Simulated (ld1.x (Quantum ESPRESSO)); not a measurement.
**Pseudopotential generation for Ti: PAW, PBE**

Aim: build the potential from the settings below, then test how well it stands in for the atom: other configurations, scattering, ghost states and the plane-wave cutoff that it needs.

Method: ld1.x (Quantum ESPRESSO) 7.5, PBE, scalar-relativistic.

## Step 1: Settings

The settings as typed:

```
element                 : titanium (Ti, Z = 22)
type                    : PAW
frozen core             : [Ne]
valence charge          : 12
reference configuration : 3s2 3p6 3d2 4s2 4p0
partial waves           : 3s (bound): rcut 1.65, rcutus 1.80 bohr; 4s (bound): rcut 1.65, rcutus 1.80 bohr; 3p (bound): rcut 2.15, rcutus 2.40 bohr; 4p (bound, empty): rcut 2.15, rcutus 2.40 bohr; 3d (bound): rcut 1.25, rcutus 1.55 bohr; 3d channel at 1.7 Ry: rcut 1.25, rcutus 1.55 bohr; 4f channel at 0.25 Ry: rcut 1.70, rcutus 1.80 bohr
local potential         : all-electron potential smoothed inside 2.10 bohr (lloc = -1)
core correction         : Bessel-smoothed model core, default radius (core density twice the valence density)
augmentation charge     : BESSEL, radius 1.25 bohr
```

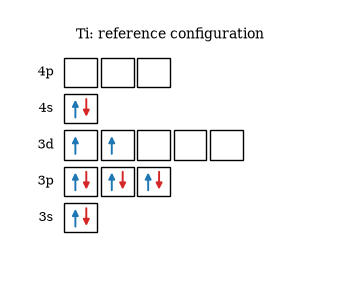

The outer shells as boxes. The arrows follow Hund's rule for the drawing; the calculation itself is spin-unpolarised.

An earlier all-electron run gives the scale for the radii.

All-electron outer shells of the reference configuration (PBE, scalar-relativistic, ld1.x):

```tsv
shell	level (eV)	outermost node (bohr)	outermost maximum (bohr)
2s	-536.94	0.09	0.27
2p	-444.26	–	0.22
3s	-62.63	0.40	0.87
3p	-38.86	0.37	0.90
4s	-4.47	1.24	2.92
3d	-4.26	–	0.98
4p	-1.47	1.39	3.80
```

## Step 2: The generation run

Ti.in

```
 &input
   title='Ti', zed=22., rel=1, dft='PBE', iswitch=3,
   config='[Ar] 3d2 4s2 4p0 4f-2',
   nld=4, rlderiv=2.60, eminld=-7.0, emaxld=5.0, deld=0.02
 /
 &inputp
   pseudotype=3, lpaw=.true., tm=.true., lloc=-1, rcloc=2.10,
   nlcc=.true., new_core_ps=.true.,
   which_augfun='BESSEL', rmatch_augfun=1.25,
   file_pseudopw='Ti.UPF', file_wfcaegen='ae.wfc', file_wfcncgen='nc.wfc', file_beta='beta', file_chi='chi', file_wfcusgen='us.wfc'
 /
7
3S  1  0   2.00   0.00  1.65  1.80  0.0
4S  2  0   2.00   0.00  1.65  1.80  0.0
3P  2  1   6.00   0.00  2.15  2.40  0.0
4P  3  1   0.00   0.00  2.15  2.40  0.0
3D  3  2   2.00   0.00  1.25  1.55  0.0
3D  3  2   0.00   1.70  1.25  1.55  0.0
4F  4  3  -2.00   0.25  1.70  1.80  0.0
 &test
   configts(1)='3s2 3p6 3d2 4s2 4p0'
 /
```

Command:

```bash
$ ld1.x < Ti.in > Ti.out
```

What the program wrote to Ti.out (without the banner and most projector matrices):

```text
     Program LD1 v.7.5

     !!!!!!!!!!!!!!!!!!! WARNING !!!!!!!!!!!!!!!!!!!!!!!
     Message from routine ld1_readin:
     US requires at least two energies per channel 4F
     !!!!!!!!!!!!!!!!!!!!!!!!!!!!!!!!!!!!!!!!!!!!!!!!!!!
     --------------------------- All-electron run ----------------------------

     Ti
     scalar relativistic calculation

     atomic number is 22.00
     dft =PBE   lsd =0 sic =0 latt =0  beta=0.20 tr2=1.0E-14
     Exchange-correlation= PBE
                           (   1   4   3   4   0   0   0)
     mesh =1177 r(mesh) = 100.37945 a.u. xmin = -7.00 dx = 0.01250
     1 Ry =  13.60569312 eV, c = 137.03599908

     n l     nl                  e(Ry)          e(Ha)          e(eV)
     1 0     1S 1( 2.00)      -357.8563      -178.9282     -4868.8833
     2 0     2S 1( 2.00)       -39.4641       -19.7321      -536.9370
     2 1     2P 1( 6.00)       -32.6525       -16.3262      -444.2596
     3 0     3S 1( 2.00)        -4.6035        -2.3017       -62.6334
     3 1     3P 1( 6.00)        -2.8562        -1.4281       -38.8608
     3 2     3D 1( 2.00)        -0.3130        -0.1565        -4.2588
     4 0     4S 1( 2.00)        -0.3283        -0.1641        -4.4667
     4 1     4P 1( 0.00)        -0.1078        -0.0539        -1.4663

     final scf error:  4.4E-15 reached in  24 iterations

     Etot =   -1707.131133 Ry,    -853.565567 Ha,  -23226.702321 eV

     Ekin =    1721.499962 Ry,     860.749981 Ha,   23422.200193 eV
     Encl =   -4058.485530 Ry,   -2029.242765 Ha,  -55218.508665 eV
     Eh   =     713.696309 Ry,     356.848154 Ha,    9710.332963 eV
     Exc  =     -83.841874 Ry,     -41.920937 Ha,   -1140.726812 eV

     normalization and overlap integrals

     s(1S/1S) =  1.000000  <r> =   0.0696  <r2> =    0.0065  r(max) =   0.0455
     s(2S/2S) =  1.000000  <r> =   0.3249  <r2> =    0.1249  r(max) =   0.2682
     s(2P/2P) =  1.000000  <r> =   0.2899  <r2> =    0.1037  r(max) =   0.2196
     s(3S/3S) =  1.000000  <r> =   1.0069  <r2> =    1.1699  r(max) =   0.8685
     s(3P/3P) =  1.000000  <r> =   1.0860  <r2> =    1.3907  r(max) =   0.9016
     s(3D/3D) =  1.000000  <r> =   1.6171  <r2> =    3.5729  r(max) =   0.9841
     s(4S/4S) =  1.000000  <r> =   3.5139  <r2> =   14.2499  r(max) =   2.9196
     s(4P/4P) =  1.000000  <r> =   4.8655  <r2> =   27.9402  r(max) =   3.7960

     ------------------------ End of All-electron run ------------------------

     --------------------- Generating PAW atomic setup --------------------

      Generating local potential from pseudized AE potential:
      Matching radius rcloc =   2.1000

      Local pseudo, rcloc= 2.083 Estimated cut-off energy=     5.68 Ry

      Computing core charge for nlcc:

       r > 0.52 : true rho core
      Core charge pseudized with two Bessel functions
      Integrated core pseudo-charge :   6.26
      Wfc-us  3S rcutus= 1.793  Estimated cut-off energy=    17.14 Ry
      Wfc-us  4S rcutus= 1.793  Estimated cut-off energy=    35.32 Ry
      Wfc-us  3P rcutus= 2.420  Estimated cut-off energy=    15.06 Ry
      Wfc-us  4P rcutus= 2.420  Estimated cut-off energy=    11.65 Ry
      Wfc-us  3D rcutus= 1.543  Estimated cut-off energy=    47.78 Ry
      Wfc-us  3D rcutus= 1.543  Estimated cut-off energy=    69.57 Ry
      Wfc-us  4F rcutus= 1.793  Estimated cut-off energy=    43.46 Ry

     Required augmentation: BESSEL   radius:    1.250000
     Suggested rho cutoff for augmentation:  96.83 Ry

     Estimated PAW energy = -183.208276 Ryd

     The PAW screened D coefficients
    -0.85654     0.63458     0.00000     0.00000     0.00000     0.00000
     0.00000
     0.63458     0.09430     0.00000     0.00000     0.00000     0.00000
     0.00000
     0.00000     0.00000    -2.59752    -0.23853     0.00000     0.00000
     0.00000
     0.00000     0.00000    -0.23853     0.04968     0.00000     0.00000
     0.00000
     0.00000     0.00000     0.00000     0.00000    -1.58459    -1.11197
     0.00000
     0.00000     0.00000     0.00000     0.00000    -1.11197    -0.82622
     0.00000
     0.00000     0.00000     0.00000     0.00000     0.00000     0.00000
    -0.08776

     The PAW descreened D coefficients (US)
    -0.11538    -0.72532     0.00000     0.00000     0.00000     0.00000
     0.00000
    -0.72532    -0.92869     0.00000     0.00000     0.00000     0.00000
     0.00000
     0.00000     0.00000     4.73419     1.11297     0.00000     0.00000
     0.00000
     0.00000     0.00000     1.11297     0.15420     0.00000     0.00000
     0.00000
     0.00000     0.00000     0.00000     0.00000     0.22264     0.31141
     0.00000
     0.00000     0.00000     0.00000     0.00000     0.31141     0.32277
     0.00000
     0.00000     0.00000     0.00000     0.00000     0.00000     0.00000
    -0.10269

     ------------------- End of pseudopotential generation -------------------

     [... the all-electron block is printed once more ...]


     Computing logarithmic derivative in   2.59277
     Computing logarithmic derivative in   2.59277
     Computing the partial wave expansion
     R is outside the sphere for l=    0 j= 0.00
     R is outside the sphere for l=    0 j= 0.00
     R is outside the sphere for l=    1 j= 0.00
     R is outside the sphere for l=    1 j= 0.00
     R is outside the sphere for l=    2 j= 0.00
     R is outside the sphere for l=    2 j= 0.00
     R is outside the sphere for l=    3 j= 0.00

     ---------------------- Testing the pseudopotential ----------------------

     Ti
     scalar relativistic calculation

     atomic number is 22.00   valence charge is 12.00
     dft = SLA  PW   PBX  PBC   lsd =0 sic =0 latt =0  beta=0.20 tr2=1.0E-14
     mesh =1177 r(mesh) = 100.37945 xmin = -7.00 dx = 0.01250

     n l     nl             e AE (Ry)        e PS (Ry)    De AE-PS (Ry)
     1 0     3S   1( 2.00)       -4.60347       -4.60344       -0.00003
     2 1     3P   1( 6.00)       -2.85621       -2.85617       -0.00004
     3 2     3D   1( 2.00)       -0.31302       -0.31300       -0.00002
     2 0     4S   1( 2.00)       -0.32830       -0.32830       -0.00000
     3 1     4P   1( 0.00)       -0.10777       -0.10777       -0.00000

     eps = 4.9E-16  iter =  6

     Etot =   -1707.131133 Ry,    -853.565567 Ha,  -23226.702321 eV
     Etotps =  -183.208225 Ry,     -91.604113 Ha,   -2492.674887 eV

     Ekin =     136.946430 Ry,      68.473215 Ha,    1863.251105 eV
     Encl =    -329.312634 Ry,    -164.656317 Ha,   -4480.526639 eV
     Ehrt =      92.999940 Ry,      46.499970 Ha,    1265.328648 eV
     Ecxc =     -83.841962 Ry,     -41.920981 Ha,   -1140.728001 eV
     (Ecc =     -24.074225 Ry,     -12.037113 Ha,    -327.546523 eV)

     ---------------------- End of pseudopotential test ----------------------
```

It took 2.4 s on 1 thread, shared host. This counts the later configuration tests of the new file too.

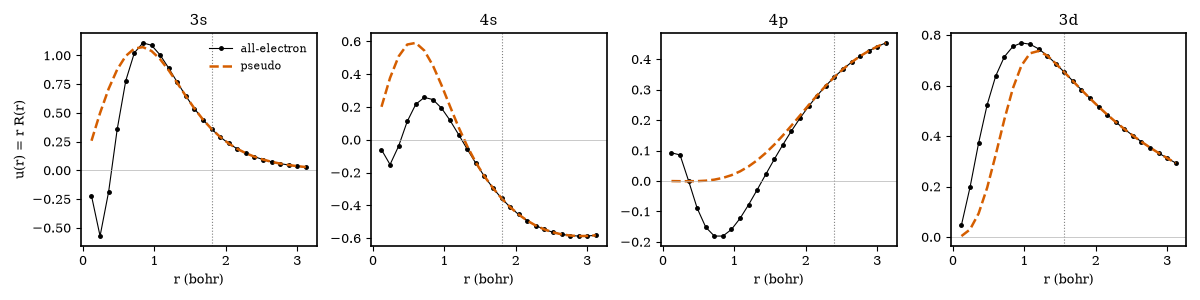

Bound waves of the atom and their pseudo partners (3s, 4s, 4p, 3d), with the matching radii dotted. The curves join 26 sampled radii, too few to resolve the innermost nodes.

## Step 3: Testing the new file in other configurations

Ti.test.in

```
 &input
   title='Ti', zed=22., rel=1, dft='PBE', iswitch=2,
   config='[Ar] 3d2 4s2 4p0 4f-2'
 /
 &test
   file_pseudo='Ti.UPF', nconf=8,
   configts(1)='3s2 3p6 3d2 4s2 4p0',
   configts(2)='3s2 3p6 3d2 4s1 4p0',
   configts(3)='3s2 3p6 3d2 4s0 4p0',
   configts(4)='3s2 3p6 3d1 4s0 4p0',
   configts(5)='3s2 3p6 3d3 4s1 4p0',
   configts(6)='3s2 3p5 3d2 4s2 4p0',
   configts(7)='3s2 3p6 3d3 4s0 4p0',
   configts(8)='3s2 3p6 3d1 4s2 4p1'
 /
```

Command:

```bash
$ ld1.x < Ti.test.in > Ti.test.out
```

Ti.test.out, the pseudopotential blocks, each with the warnings that came before it:

```text
     ---------------------- Testing the pseudopotential ----------------------

     Ti
     scalar relativistic calculation

     atomic number is 22.00   valence charge is 12.00
     dft =SLA  PW   PBX  PBC   lsd =0 sic =0 latt =0  beta=0.20 tr2=1.0E-14
     mesh =1177 r(mesh) = 100.37945 xmin = -7.00 dx = 0.01250

     n l     nl             e AE (Ry)        e PS (Ry)    De AE-PS (Ry)
     1 0     3S   1( 2.00)       -4.60347       -4.60344       -0.00003
     2 1     3P   1( 6.00)       -2.85621       -2.85617       -0.00004
     3 2     3D   1( 2.00)       -0.31302       -0.31300       -0.00002
     2 0     4S   1( 2.00)       -0.32830       -0.32830       -0.00000
     3 1     4P   1( 0.00)       -0.10777       -0.10777       -0.00000

     eps = 4.9E-16  iter =  6

     Etot =   -1707.131133 Ry,    -853.565567 Ha,  -23226.702321 eV
     Etotps =  -183.208225 Ry,     -91.604113 Ha,   -2492.674887 eV

     Ekin =     136.946430 Ry,      68.473215 Ha,    1863.251105 eV
     Encl =    -329.312634 Ry,    -164.656317 Ha,   -4480.526639 eV
     Ehrt =      92.999940 Ry,      46.499970 Ha,    1265.328648 eV
     Ecxc =     -83.841962 Ry,     -41.920981 Ha,   -1140.728001 eV
     (Ecc =     -24.074225 Ry,     -12.037113 Ha,    -327.546523 eV)

     ---------------------- End of pseudopotential test ----------------------

     Warning: n=3, l=1 expected 1 nodes, found 0
     ---------------------- Testing the pseudopotential ----------------------

     Ti
     [...]
     n l     nl             e AE (Ry)        e PS (Ry)    De AE-PS (Ry)
     1 0     3S   1( 2.00)       -5.13888       -5.13809       -0.00079
     2 1     3P   1( 6.00)       -3.39209       -3.39047       -0.00161
     3 2     3D   1( 2.00)       -0.83550       -0.83507       -0.00044
     2 0     4S   1( 1.00)       -0.76075       -0.76050       -0.00025
     3 1     4P   1( 0.00)       -0.48549       -0.48549        0.00000

     eps = 3.1E-16  iter = 11

     Etot =   -1706.591160 Ry,    -853.295580 Ha,  -23219.355616 eV
     Etotps =  -182.668310 Ry,     -91.334155 Ha,   -2485.328964 eV
     dEtot_ae =       0.539973 Ry
     dEtot_ps =       0.539915 Ry,   Delta E=       0.000057 Ry

     [...]
     ---------------------- End of pseudopotential test ----------------------

     ---------------------- Testing the pseudopotential ----------------------

     Ti
     [...]
     n l     nl             e AE (Ry)        e PS (Ry)    De AE-PS (Ry)
     1 0     3S   1( 2.00)       -5.77330       -5.77255       -0.00075
     2 1     3P   1( 6.00)       -4.02515       -4.02268       -0.00247
     3 2     3D   1( 2.00)       -1.44648       -1.44598       -0.00050
     2 0     4S   1( 0.00)       -1.24186       -1.24164       -0.00022
     3 1     4P   1( 0.00)       -0.91224       -0.91224        0.00000

     eps = 4.1E-15  iter = 10

     Etot =   -1705.593615 Ry,    -852.796807 Ha,  -23205.783315 eV
     Etotps =  -181.671058 Ry,     -90.835529 Ha,   -2471.760660 eV
     dEtot_ae =       1.537519 Ry
     dEtot_ps =       1.537167 Ry,   Delta E=       0.000351 Ry

     [...]
     ---------------------- End of pseudopotential test ----------------------

     BEWARE! Errors in PS-KS equations
     Warning: n=1, l=0 expected 0 nodes, found 1
     Warning: n=2, l=0 expected 1 nodes, found 2
     Warning: n=2, l=1 expected 0 nodes, found 1
     ---------------------- Testing the pseudopotential ----------------------

     Ti
     [...]
     n l     nl             e AE (Ry)        e PS (Ry)    De AE-PS (Ry)
     1 0     3S   1( 2.00)       -6.98557       -9.06633        2.08076  !
     2 1     3P   1( 6.00)       -5.21266       -5.21266        0.00000
     3 2     3D   1( 1.00)       -2.54976       -2.59913        0.04937  !
     2 0     4S   1( 0.00)       -1.94362       -1.94362        0.00000
     3 1     4P   1( 0.00)       -1.53584       -1.53584        0.00000

     eps = 8.6E-24  iter =  6

     Etot =   -1703.612957 Ry,    -851.806478 Ha,  -23178.835093 eV
     Etotps =  -118.403373 Ry,     -59.201687 Ha,   -1610.959959 eV
     dEtot_ae =       3.518176 Ry
     dEtot_ps =      64.804852 Ry,   Delta E=     -61.286676 Ry

     [...]
     ---------------------- End of pseudopotential test ----------------------

     ---------------------- Testing the pseudopotential ----------------------

     Ti
     [...]
     n l     nl             e AE (Ry)        e PS (Ry)    De AE-PS (Ry)
     1 0     3S   1( 2.00)       -4.36009       -4.35849       -0.00160
     2 1     3P   1( 6.00)       -2.62424       -2.62121       -0.00304
     3 2     3D   1( 3.00)       -0.14076       -0.14061       -0.00015
     2 0     4S   1( 1.00)       -0.27407       -0.27433        0.00026
     3 1     4P   1( 0.00)       -0.08211       -0.08231        0.00020

     eps = 6.4E-15  iter = 18

     Etot =   -1707.049855 Ry,    -853.524927 Ha,  -23225.596471 eV
     Etotps =  -183.126496 Ry,     -91.563248 Ha,   -2491.562905 eV
     dEtot_ae =       0.081278 Ry
     dEtot_ps =       0.081729 Ry,   Delta E=      -0.000451 Ry

     [...]
     ---------------------- End of pseudopotential test ----------------------

     ---------------------- Testing the pseudopotential ----------------------

     Ti
     [...]
     n l     nl             e AE (Ry)        e PS (Ry)    De AE-PS (Ry)
     1 0     3S   1( 2.00)       -5.65228       -5.65855        0.00627  !
     2 1     3P   1( 5.00)       -3.88201       -3.87961       -0.00240
     3 2     3D   1( 2.00)       -1.23972       -1.24441        0.00469
     2 0     4S   1( 2.00)       -0.89058       -0.88928       -0.00130
     3 1     4P   1( 0.00)       -0.57505       -0.57505        0.00000

     eps = 7.8E-15  iter = 14

     Etot =   -1703.782791 Ry,    -851.891396 Ha,  -23181.145807 eV
     Etotps =  -179.859411 Ry,     -89.929706 Ha,   -2447.111952 eV
     dEtot_ae =       3.348342 Ry
     dEtot_ps =       3.348814 Ry,   Delta E=      -0.000472 Ry

     [...]
     ---------------------- End of pseudopotential test ----------------------

     ---------------------- Testing the pseudopotential ----------------------

     Ti
     [...]
     n l     nl             e AE (Ry)        e PS (Ry)    De AE-PS (Ry)
     1 0     3S   1( 2.00)       -4.81513       -4.81242       -0.00271
     2 1     3P   1( 6.00)       -3.08246       -3.07737       -0.00509  !
     3 2     3D   1( 3.00)       -0.58982       -0.58914       -0.00068
     2 0     4S   1( 0.00)       -0.66089       -0.66104        0.00015
     3 1     4P   1( 0.00)       -0.41316       -0.41355        0.00039

     eps = 7.7E-16  iter = 14

     Etot =   -1706.587642 Ry,    -853.293821 Ha,  -23219.307744 eV
     Etotps =  -182.663993 Ry,     -91.331996 Ha,   -2485.270227 eV
     dEtot_ae =       0.543491 Ry
     dEtot_ps =       0.544232 Ry,   Delta E=      -0.000741 Ry

     [...]
     ---------------------- End of pseudopotential test ----------------------

     BEWARE! Errors in PS-KS equations
     ---------------------- Testing the pseudopotential ----------------------

     Ti
     [...]
     n l     nl             e AE (Ry)        e PS (Ry)    De AE-PS (Ry)
     1 0     3S   1( 2.00)       -5.06938       -5.56228        0.49289  !
     2 1     3P   1( 6.00)       -3.30341       -3.79683        0.49343  !
     3 2     3D   1( 1.00)       -0.68514       -1.17055        0.48540  !
     2 0     4S   1( 2.00)       -0.45729       -0.87702        0.41973  !
     3 1     4P   1( 1.00)       -0.18855       -0.18855        0.00000

     eps = 3.4E-15  iter = 34

     Etot =   -1706.787734 Ry,    -853.393867 Ha,  -23222.030139 eV
     Etotps =  -182.679132 Ry,     -91.339566 Ha,   -2485.476207 eV
     dEtot_ae =       0.343399 Ry
     dEtot_ps =       0.529093 Ry,   Delta E=      -0.185694 Ry

     [...]
     ---------------------- End of pseudopotential test ----------------------
```

2 tests gave no usable energy difference (3s2 3p6 3d1 4s0 4p0; 3s2 3p6 3d1 4s2 4p1).

The tests as a table, with energies relative to 3s2 3p6 3d2 4s2 4p0. A star marks tests that logged a warning.

| valence configuration | charge | ΔE all-electron (eV) | error AE − PS (meV) |
| --- | --- | --- | --- |
| 3s2 3p6 3d2 4s1 4p0 * | +1 | 7.347 | +0.8 |
| 3s2 3p6 3d2 4s0 4p0 | +2 | 20.919 | +4.8 |
| 3s2 3p6 3d3 4s1 4p0 | 0 | 1.106 | -6.1 |
| 3s2 3p5 3d2 4s2 4p0 | +1 | 45.557 | -6.4 |
| 3s2 3p6 3d3 4s0 4p0 | +1 | 7.395 | -10 |

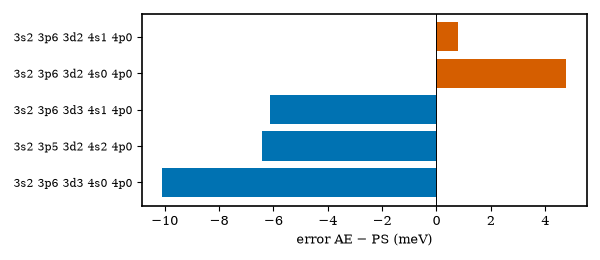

Error of the potential in each test configuration.

## Step 4: Scattering by logarithmic derivatives

Taken from the files of the generation run. The phase is arctan(r·u′/u) with u = r·R, unwrapped, with energies in Ry. A pole is an energy at which the radial function vanishes at the test radius. The pseudo phase is shifted by a multiple of π to meet the all-electron one at the reference energy. Levels narrower than the energy grid can be missing from the poles. The last column is the largest difference on the grid between −1 and +1 Ry.

| channel | radius (bohr) | reference (Ry) | poles AE | poles PS | window around the reference with phases within 0.05 rad (Ry) | largest difference near zero (rad) |
| --- | --- | --- | --- | --- | --- | --- |
| s | 2.59 | -0.33 | -4.58, 2.48 | -4.58, 2.37 | below 3.8 | 0.004 |
| p | 2.59 | -0.11 | -2.79, 3.41 | -2.79, 2.45 | below 2.1 | 0.010 |
| d | 2.59 | -0.31 | -0.02, 4.78 | -0.02, 4.79 | the whole range | 0.000 |
| f | 2.59 | 0.25 | 4.47 | 4.52 | the whole range | 0.000 |

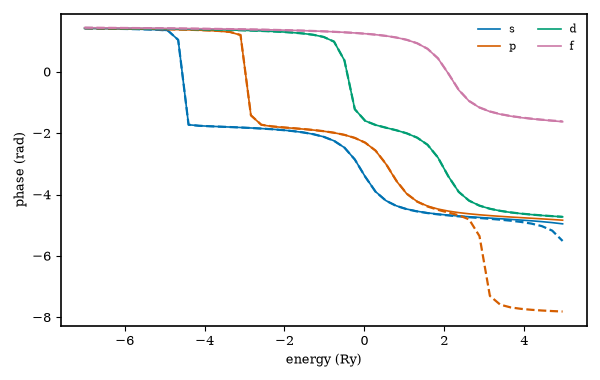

All-electron (solid) and pseudo (dashed) phases against energy.

## Step 5: Plane-wave convergence, by spherical Bessel functions

This step uses the generator's waves and projectors in a separate script. Basis: spherical Bessel functions vanishing at 20 bohr, q² up to the cutoff; potential fixed at the reference.

All-electron valence levels (Ry): 3s -4.6035, 4s -0.3283, 3p -2.8562, 4p -0.1078, 3d -0.3130. The lowest levels of each channel (Ry) by cutoff; the last column sums, over occupied levels, occupation times the distance from the level at 400 Ry. A positive value at high cutoff is not a bound level.

```tsv
cutoff (Ry)	s #1	s #2	p #1	p #2	d #1	f #1	Σ f·Δε (mRy)
8	-4.5178	-0.2694	-2.8082	-0.1072	0.0293	0.1040	1262.2
12	-4.5889	-0.2893	-2.8535	-0.1077	0.0035	0.1040	756.4
18	-4.6028	-0.3111	-2.8558	-0.1077	-0.1225	0.1040	419.6
25	-4.6030	-0.3242	-2.8562	-0.1078	-0.2346	0.1040	166.2
40	-4.6034	-0.3281	-2.8562	-0.1078	-0.3114	0.1040	3.8
50	-4.6034	-0.3283	-2.8562	-0.1078	-0.3125	0.1040	1.2
60	-4.6035	-0.3283	-2.8562	-0.1078	-0.3127	0.1040	0.8
80	-4.6035	-0.3283	-2.8562	-0.1078	-0.3130	0.1040	0.1
400	-4.6035	-0.3283	-2.8562	-0.1078	-0.3130	0.1040	0.0
```

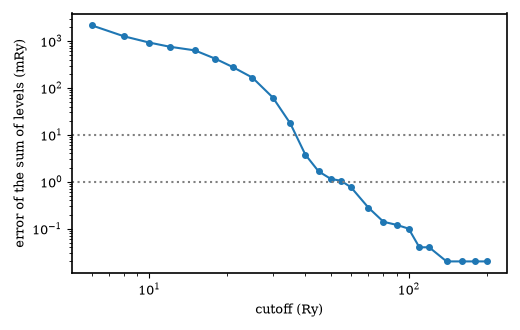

Occupation-weighted error of the valence levels against the cutoff; the dotted lines mark 10 and 1 mRy.

The sum stays within 10 mRy from 40 Ry and within 1 mRy from 60 Ry. The sum leaves out empty levels, which can need more. Ghost test: no level below the all-electron spectrum of its channel (s, p, d, f tested).

## Step 6: What came out

```
                                                quantity                                                value
               cutoffs for 10 and 1 mRy, occupied levels                                      40 Ry and 60 Ry
                                            bound ghosts                                           none found
                            largest test error (AE − PS)  -10 meV, for 3s2 3p6 3d3 4s0 4p0 (2 tests unsolved)
largest phase difference near zero energy, channels read                                            0.010 rad
         lowest eigenvalue of the overlap (Bessel basis)                                            0.143 (s)
```

**Reading.** The worst unpolarised test, 3s2 3p6 3d3 4s0 4p0, is off by 10 meV on 7.4 eV; by total energies transferability rates as good where solved. Of the tests 2 gave no usable energy difference, which is a warning in itself. By its cutoff, 40 Ry for the looser tolerance, it is of middling hardness. The slowest occupied level is 3d: taken alone it needs 45 Ry to come within 1 mRy, against 30 Ry for 4s. No bound ghost shows below the valence levels. Near zero energy the phases of the channels with partial waves agree within 0.010 rad. All of this concerns the isolated atom, not yet a solid.
